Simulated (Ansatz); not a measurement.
## Lattice dynamics of TiSi (model cell, started as NiAs type)

Wanted: phonon frequencies of TiSi (model cell, started as NiAs type) and what follows from them.

Method: DFT PBEsol, scalar-relativistic, plane waves, PAW, in Ansatz 0.2.0.

The structure was built from a prototype and need not be the compound's stable phase.

### Step 1. Starting point

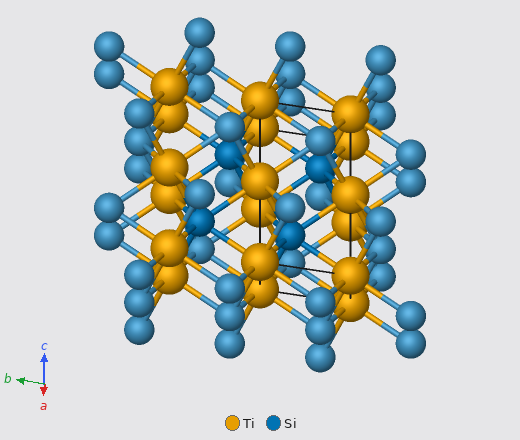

The starting structure, seen from a free direction (titanium orange, silicon blue). 1×2×1 cells are drawn. Some periodic images of atoms are drawn too.

### Step 2. Rough relaxation

The start is far from rest, so a relaxation with loose tolerances brings it close first.

input.yaml reads:

```yaml
crystal:
  lattice:
    - [3.50492, 0.0, 0.0]
    - [-1.75246, 3.03535, 0.0]
    - [0.0, 0.0, 5.60787]
  atoms:
    - { symbol: Ti, position: [0.0, 0.0, 0.0] }
    - { symbol: Ti, position: [0.0, 0.0, 0.5] }
    - { symbol: Si, position: [0.333333, 0.666667, 0.25] }
    - { symbol: Si, position: [0.666667, 0.333333, 0.75] }
kpoints:
  mp_grid: { grid: [6, 6, 4] }
hamiltonian:
  xc: pbesol
scf:
  occupations: { method: gaussian, width: 0.1 }
output:
  forces: true
  stress: true
  eigenvalues: true
relax:
  adjacent_minimum: "off"
  f_tol: 0.05
  max_steps: 80
  cell: { stress_tol: 0.5 }
```

Started as:

```console
ansatz run input.yaml --threads 4 --pin off --max-ram 7168MiB --backend cpu --events-out ev --progress --plain --runs-dir out
```

Numbers of over 12 decimals in the logs are rounded to 6 here.

Log:

```text
[...]
F+E_penalty+E_count = -6192.45982925 eV   max|allowed force component| = 2.220e-16 eV/Å   (the final SCF, on the basis selected at the relaxed cell)
  cell:  # Å, volume = 65.4942 Å³
    - [3.401104, 0, 0.0]
    - [-1.700552, 2.945443, 0.0]
    - [0.0, 0.0, 6.537810]
  atoms:
    - { symbol: Ti, position: [0, 0, 0] }
    - { symbol: Ti, position: [0, 0, 0.500000] }
    - { symbol: Si, position: [0.333333, 0.666667, 0.250000] }
    - { symbol: Si, position: [0.666667, 0.333333, 0.75] }
[key lines of the parts left out:]
SCF converged after 7 iterations
Free energy (F): -6192.459829 eV
Fermi energy:    11.006642 eV
P = ⅓ Tr σ = 0.1208 GPa (1.208 kbar)
```

The job ended after 5.8 s (4 threads of Arm Neoverse V1, shared host; peak memory 0.36 GiB).

Step by step:

| step | energy less that of the first step (eV) | largest force component (eV/Å) | pressure (GPa) | volume (Å³) |
| --- | --- | --- | --- | --- |
| 1 | 0.0000 | 0.0000 | 21.44 | 59.66 |
| 2 | -0.5502 | 0.0000 | 8.61 | 63.67 |
| 3 | -0.7554 | 0.0000 | 1.59 | 66.08 |
| 4 | -0.8282 | 0.0000 | -0.48 | 66.20 |
| 5 | -0.8385 | 0.0000 | 0.05 | 65.17 |
| 6 | -0.8420 | 0.0000 | -0.06 | 65.47 |
| 7* | -0.8602 | 0.0000 | 0.40 | 65.47 |
| 8 | -0.8617 | 0.0000 | 0.12 | 65.49 |
| 9* | -0.8617 | 0.0000 | 0.12 | 65.49 |

Relaxation steps marked * repeat the geometry before them on a plane-wave basis chosen anew for their cell, so energy and pressure can jump there.

The run keeps the 24 symmetry operations that it works with, so distortions that break them were not tested.

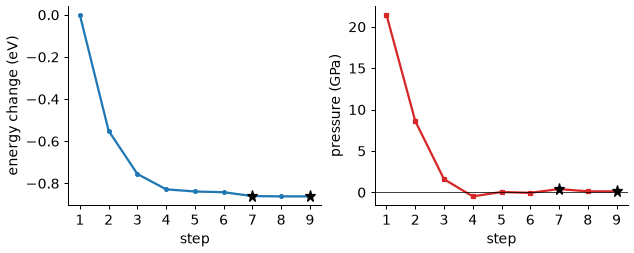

Energy and pressure along the relaxation. Stars mark steps on a basis chosen anew.

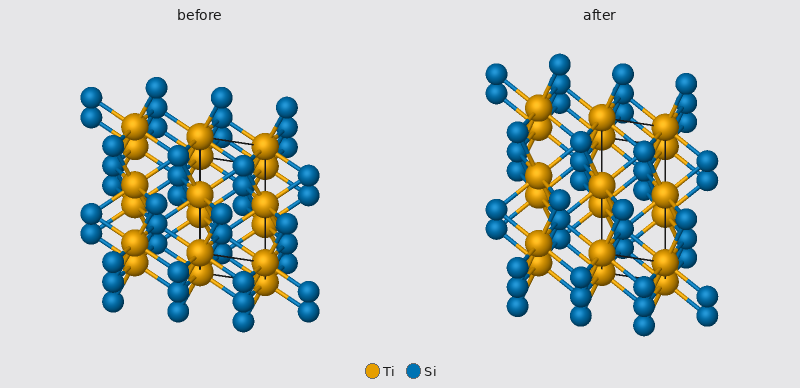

Before and after, at one scale.

| cell as run | before | after | change |
| --- | --- | --- | --- |
| a (Å) | 3.505 | 3.401 | -3.0 % |
| b (Å) | 3.505 | 3.401 | -3.0 % |
| c (Å) | 5.608 | 6.538 | +16.6 % |
| volume (Å³/atom) | 14.92 | 16.37 | +9.8 % |

Final coordinates:

```cif
data_structure
_symmetry_space_group_name_H-M 'P 1'
_symmetry_Int_Tables_number 1
_cell_length_a 3.4011
_cell_length_b 3.4011
_cell_length_c 6.5378
_cell_angle_alpha 90.000
_cell_angle_beta 90.000
_cell_angle_gamma 120.000
_cell_volume 65.49
loop_
_atom_site_label
_atom_site_type_symbol
_atom_site_fract_x
_atom_site_fract_y
_atom_site_fract_z
_atom_site_occupancy
Ti1 Ti 0.00000 0.00000 0.00000 1
Ti2 Ti 0.00000 0.00000 0.50000 1
Si3 Si 0.33333 0.66667 0.25000 1
Si4 Si 0.66667 0.33333 0.75000 1
```

Numbers from this step:

| Quantity | Value |
| --- | --- |
| pressure | 0.1208 GPa |
| volume per atom | 16.37 Å³ |
| gap on the k-mesh | 0 eV |

In this step the volume went from 14.92 to 16.37 Å³/atom.

### Step 3. Bringing the structure to rest

Harmonic phonons are second derivatives at a point where the forces vanish, and they are wanted at zero stress, so atoms and cell are relaxed first.

input.yaml, the sections that differ from step 2:

```yaml
crystal:
  lattice:
    - [3.4011040771, 0.0, 0.0]
    - [-1.7005520386, 2.9454425317, 0.0]
    - [0.0, 0.0, 6.5378100772]
  atoms:
    - { symbol: Ti, position: [0.0, 0.0, 0.0] }
    - { symbol: Ti, position: [0.0, 0.0, 0.5] }
    - { symbol: Si, position: [0.3333333333, 0.6666666667, 0.25] }
    - { symbol: Si, position: [0.6666666667, 0.3333333333, 0.75] }
kpoints:
  mp_grid: { grid: [12, 12, 6] }
relax:
  adjacent_minimum: "off"
  f_tol: 0.005
  max_steps: 80
  cell: { stress_tol: 0.05 }
# hamiltonian, scf, output: as in step 2
```

Log:

```text
[...]
Crystal: 4 atoms, lattice volume = 65.494 Å³
Basis set: ecut = 420 eV, 1281 PW (Γ), exchange–correlation on 48×48×90 points (8 copies of the dense FFT grid, shifted against one another)
Bands: 20, of which v1, the nominal top of the filled ones, is band 16 counted from 1 (15 counted from 0)
Symmetry: 24 space group operations
[...]
k-points: 76 of 864
[...]
--- Relaxed structure (3 steps of the walk, 3 accepted, 1 SCFs on fresh bases) ---
[...]
cell:  # Å, volume = 65.6836 Å³
    - [3.410473, 2.894701726786254e-11, 0.0]
    - [-1.705237, 2.953557, 0.0]
    - [0.0, 0.0, 6.520743]
  atoms:
    - { symbol: Ti, position: [0, 0, 0.0] }
    - { symbol: Ti, position: [0, 0, 0.500000] }
    - { symbol: Si, position: [0.333333, 0.666667, 0.250000] }
    - { symbol: Si, position: [0.666667, 0.333333, 0.750000] }
[key lines of the parts left out:]
SCF converged after 8 iterations
Free energy (F): -6192.445502 eV
Fermi energy:    10.973426 eV
P = ⅓ Tr σ = -0.0099 GPa (-0.099 kbar)
```

It took 7.6 s on 4 threads; peak memory 0.43 GiB.

The steps of the relaxation:

| step | energy less that of the first step (eV) | largest force component (eV/Å) | pressure (GPa) | volume (Å³) |
| --- | --- | --- | --- | --- |
| 1 | 0.0000 | 0.0000 | 0.20 | 65.49 |
| 2 | -0.0001 | 0.0000 | -0.02 | 65.64 |
| 3 | -0.0002 | 0.0000 | -0.01 | 65.68 |
| 4* | -0.0002 | 0.0000 | -0.01 | 65.68 |

Relaxation steps marked * repeat the geometry before them on a plane-wave basis chosen anew for their cell, so energy and pressure can jump there.

Forces are held to the 24 operations that the run works with; a distortion that breaks them can't arise in this run.

| conventional cell, symmetrised | before | after | change |
| --- | --- | --- | --- |
| a (Å) | 3.401 | 3.410 | +0.3 % |
| b (Å) | 3.401 | 3.410 | +0.3 % |
| c (Å) | 6.538 | 6.521 | -0.3 % |
| volume (Å³/atom) | 16.37 | 16.42 | +0.3 % |

The relaxed structure:

```cif
data_structure
_symmetry_space_group_name_H-M 'P 1'
_symmetry_Int_Tables_number 1
_cell_length_a 3.4105
_cell_length_b 3.4105
_cell_length_c 6.5207
_cell_angle_alpha 90.000
_cell_angle_beta 90.000
_cell_angle_gamma 120.000
_cell_volume 65.68
loop_
_atom_site_label
_atom_site_type_symbol
_atom_site_fract_x
_atom_site_fract_y
_atom_site_fract_z
_atom_site_occupancy
Ti1 Ti 0.00000 0.00000 0.00000 1
Ti2 Ti 0.00000 0.00000 0.50000 1
Si3 Si 0.33333 0.66667 0.25000 1
Si4 Si 0.66667 0.33333 0.75000 1
```

This step gave:

```
pressure        : -0.009933 GPa
volume per atom : 16.42 Å³
```

In this step the volume went from 16.37 to 16.42 Å³/atom.

### Step 4. Tight relaxation

Phonons need a cell at rest on their own settings, so the relaxation is repeated with tight tolerances on forces and stress on the k mesh and occupations of the first response run.

input.yaml reads:

```yaml
crystal:
  lattice:
    - [3.4104734297, 0.0, 0.0]
    - [-1.7052367149, 2.953556629, 0.0]
    - [0.0, 0.0, 6.5207426818]
  atoms:
    - { symbol: Ti, position: [0.0, 0.0, 0.0] }
    - { symbol: Ti, position: [0.0, 0.0, 0.5] }
    - { symbol: Si, position: [0.3333333333, 0.6666666667, 0.25] }
    - { symbol: Si, position: [0.6666666667, 0.3333333333, 0.75] }
kpoints:
  mp_grid: { grid: [12, 12, 6] }
hamiltonian:
  xc: pbesol
scf:
  occupations: { method: methfessel_paxton, width: 0.15 }
output:
  forces: true
  stress: true
  eigenvalues: true
relax:
  adjacent_minimum: "off"
  f_tol: 0.001
  max_steps: 60
  cell: { stress_tol: 0.01 }
```

Log:

```text
[...]
Crystal: 4 atoms, lattice volume = 65.684 Å³
Basis set: ecut = 420 eV, 1305 PW (Γ), exchange–correlation on 48×48×90 points (8 copies of the dense FFT grid, shifted against one another)
Bands: 20, of which v1, the nominal top of the filled ones, is band 16 counted from 1 (15 counted from 0)
Symmetry: 24 space group operations
[...]
k-points: 76 of 864
[...]
--- Relaxed structure (3 steps of the walk, 3 accepted, 1 SCFs on fresh bases) ---
[...]
cell:  # Å, volume = 65.7704 Å³
    - [3.418938, 2.8939225735057082e-11, 0.0]
    - [-1.709469, 2.960887, 0.0]
    - [0.0, 0.0, 6.497066]
  atoms:
    - { symbol: Ti, position: [0, 0, 0] }
    - { symbol: Ti, position: [0, 0, 0.5] }
    - { symbol: Si, position: [0.333333, 0.666667, 0.25] }
    - { symbol: Si, position: [0.666667, 0.333333, 0.750000] }
[key lines of the parts left out:]
SCF converged after 5 iterations
Free energy (F): -6192.439084 eV
Fermi energy:    10.959193 eV
P = ⅓ Tr σ = -0.0021 GPa (-0.021 kbar)
```

Elapsed: 6.3 s, on 4 threads; peak memory 0.43 GiB.

Relaxation path:

| step | energy less that of the first step (eV) | largest force component (eV/Å) | pressure (GPa) | volume (Å³) |
| --- | --- | --- | --- | --- |
| 1 | 0.0000 | 0.0000 | -0.01 | 65.68 |
| 2 | -0.0001 | 0.0000 | 0.01 | 65.72 |
| 3 | -0.0002 | 0.0000 | 0.00 | 65.77 |
| 4* | -0.0002 | 0.0000 | 0.00 | 65.77 |

Relaxation steps marked * repeat the geometry before them on a plane-wave basis chosen anew for their cell, so energy and pressure can jump there.

The run keeps the 24 symmetry operations that it works with, so distortions that break them were not tested.

| conventional cell, symmetrised | before | after | change |
| --- | --- | --- | --- |
| a (Å) | 3.410 | 3.419 | +0.2 % |
| b (Å) | 3.410 | 3.419 | +0.2 % |
| c (Å) | 6.521 | 6.497 | -0.4 % |
| volume (Å³/atom) | 16.42 | 16.44 | +0.1 % |

Final coordinates:

```cif
data_structure
_symmetry_space_group_name_H-M 'P 1'
_symmetry_Int_Tables_number 1
_cell_length_a 3.4189
_cell_length_b 3.4189
_cell_length_c 6.4971
_cell_angle_alpha 90.000
_cell_angle_beta 90.000
_cell_angle_gamma 120.000
_cell_volume 65.77
loop_
_atom_site_label
_atom_site_type_symbol
_atom_site_fract_x
_atom_site_fract_y
_atom_site_fract_z
_atom_site_occupancy
Ti1 Ti 0.00000 0.00000 0.00000 1
Ti2 Ti 0.00000 0.00000 0.50000 1
Si3 Si 0.33333 0.66667 0.25000 1
Si4 Si 0.66667 0.33333 0.75000 1
```

Numbers from this step:

```yaml
pressure: -0.002057 GPa
volume_per_atom: 16.44 Å³
```

The forces vanish by symmetry and the pressure is -0.002 GPa, within the tolerances set. The cell now holds 16.44 Å³/atom.

(Part 1 of 2 ends here.)

[Logs are printed without paths, hosts, clocks, repeated set-up lines and the standing remarks that a program may print on its own settings, such as how far it seeks lower states.]

[Hosts, paths, dates, database ids (printed as entryN), source tags and the programs' standing remarks are cut or masked in the printed files.]
